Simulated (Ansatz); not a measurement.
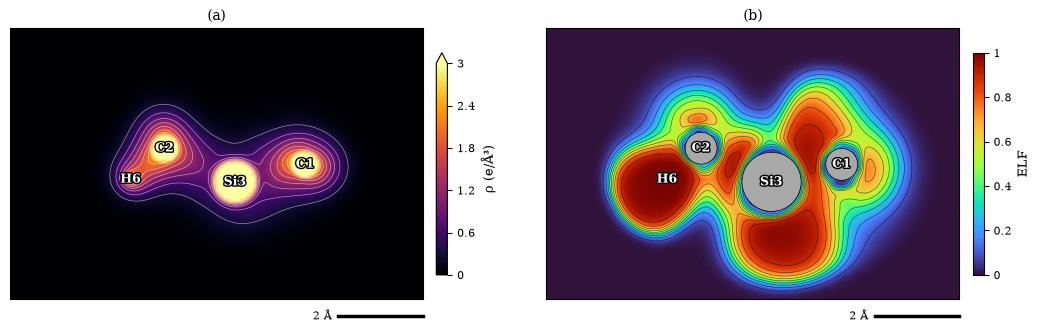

Figure 1: C2H5Si (SMILES C=[Si+]C) (charge +1). (a) electron density; (b) electron localisation function on the plane of atoms C1, Si3 and C2. Grey discs cover the atomic cores in the ELF map.

Geometry: B3LYP-D3(BJ)/6-311G**.

Level of theory: Ansatz 0.2.0, isolated molecule in a Gaussian basis; Kohn-Sham density functional theory, functional PBE0.

Input file:

```
crystal:
  periodic: [false, false, false]
  atoms:
    - {symbol: C, position_ang: [-1.294055, 1.976928, -0.709665]}
    - {symbol: C, position_ang: [1.715524, 0.767451, 0.112554]}
    - {symbol: Si, position_ang: [0.269735, 1.311707, -0.896877]}
    - {symbol: H, position_ang: [-1.464962, 3.027540, -0.951234]}
    - {symbol: H, position_ang: [-2.170313, 1.341686, -0.851092]}
    - {symbol: H, position_ang: [2.526213, 0.390371, -0.509771]}
    - {symbol: H, position_ang: [1.363011, -0.008722, 0.802823]}
    - {symbol: H, position_ang: [2.048867, 1.629244, 0.703649]}
basis:
  gaussian:
    orbitals: def2-TZVPD
total_charge: 1
output: {forces: true, orbitals: {seedname: orbitals}}
hamiltonian:
  xc: pbe0
```

Command:

```sh
ansatz run input.yaml --threads 1 --pin off --max-ram 2610MiB --events-out events.jsonl --progress --plain --runs-dir runs
```

**What does the map show?**

- The section cuts through C, Si and H sites.
- C–Si (1.71 Å): ρ is about 1.2 e/Å³ halfway; the ELF peaks at about 0.90 between the atoms: a covalent bond.
- C–H (1.09 Å): the density is about 2 e/Å³ at the midpoint; the ELF climbs to about 1 towards the hydrogen, as it does in any bond to H (a covalent bond by its length).
- C–Si (1.85 Å): ρ at the midpoint is about 0.96 e/Å³; the ELF peaks at about 0.95 between the atoms, as expected for localised, covalent bonding.
- The ELF also peaks beside Si3, away from the bonds: lone-pair regions.
